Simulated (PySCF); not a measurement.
**C5H9FSi (SMILES C/C=C1\[SiH2]C[C@H]1F): density, localisation and related maps**

Input file:

```
{"job": {"kind": "uv", "xc": "CAM-B3LYP", "basis": "def2-SVPD", "nstates": 8, "ntriplets": 3}, "charge": 0, "multiplicity": 1}
C      2.529364     0.024350     0.141321
C      1.284839    -0.749310    -0.124054
C      0.061449    -0.270384     0.043025
Si    -0.777246     1.370856     0.456600
C     -2.184473     0.251056    -0.208266
C     -1.250407    -0.968043    -0.239843
F     -1.271767    -1.640387    -1.447378
H      2.289057     1.023914     0.497041
H      3.127320     0.102119    -0.766464
H      3.135300    -0.486268     0.889764
H      1.426748    -1.765298    -0.478409
H     -0.432269     2.541511    -0.347770
H     -0.867424     1.694783     1.880999
H     -2.502172     0.499802    -1.218546
H     -3.078308     0.099859     0.391080
H     -1.497610    -1.719616     0.519490
```

Command:

```sh
OMP_NUM_THREADS=1 python probes_run.py task.json out
```

Geometry: GFN2-xTB.

The calculation used CAM-B3LYP/def2-SVPD, SCF density, gas phase (PySCF).

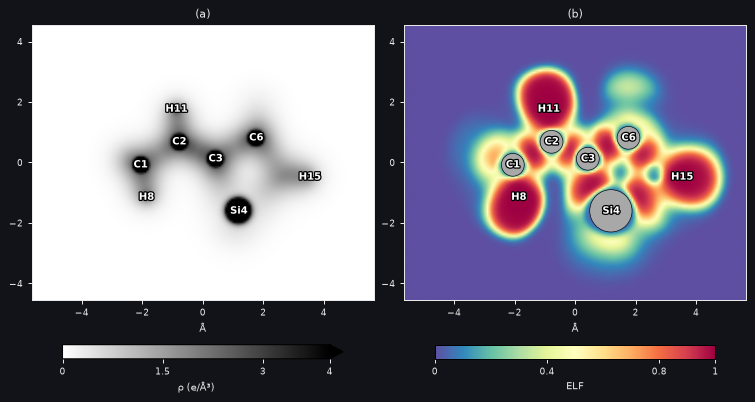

Figure 1. (a) electron density; (b) ELF on the plane of atoms C3, C2 and H11. Grey discs cover the atomic cores in the ELF map.

> What does the map show?

- The plane passes through C, Si and H nuclei.
- C–C (1.32 Å): ρ is about 2.3 e/Å³ halfway; the ELF peaks at about 0.95 between the atoms (a short, multiple covalent bond).
- C–Si (1.89 Å): ρ at the midpoint is about 0.92 e/Å³; the ELF peaks at about 0.95 between the atoms (localised, covalent bonding).
- C–H (1.09 Å): ρ is about 2 e/Å³ halfway; the ELF climbs to about 1 towards the hydrogen, as it does in any bond to H (an ordinary covalent bond to hydrogen).
- C–C (1.49 Å): ρ at the midpoint is about 1.8 e/Å³; the ELF peaks at about 0.95 between the atoms; a shared electron pair.
- C–C (1.51 Å): ρ at the midpoint is about 1.7 e/Å³; the ELF peaks at about 0.95 between the atoms (a covalent bond).

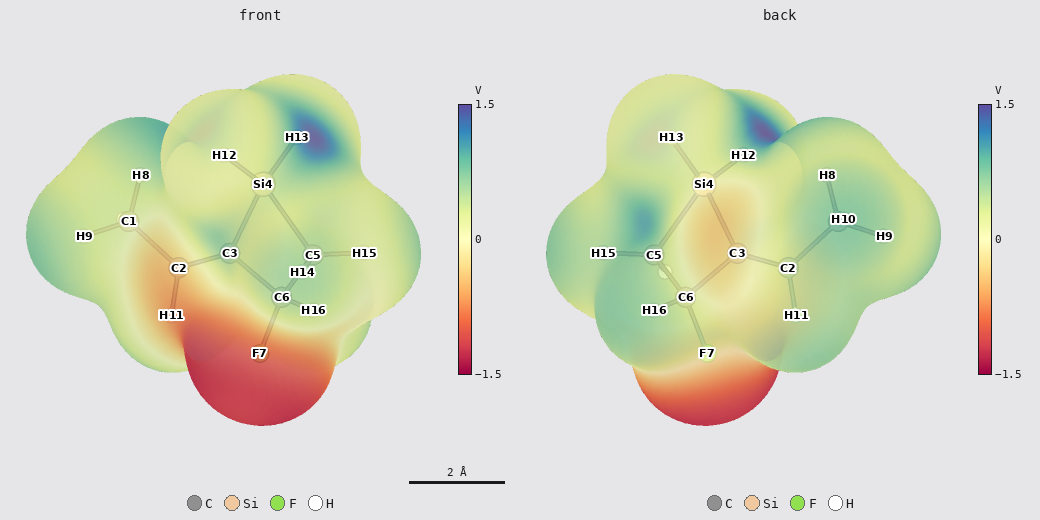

Figure 2. The molecular electrostatic potential painted on the density surface at 0.002 e/bohr³, seen from the front and from behind; the colour scale runs from red (negative) to blue (positive).

> Describe the electrostatic potential map.

The most negative region (about −1.3 V, or −30 kcal/mol for a unit charge) lies over F7, the most positive (about +1.4 V, or +32 kcal/mol for a unit charge) over Si4.

> How polar is the molecule by this calculation?

Its dipole moment is 1.91 D.
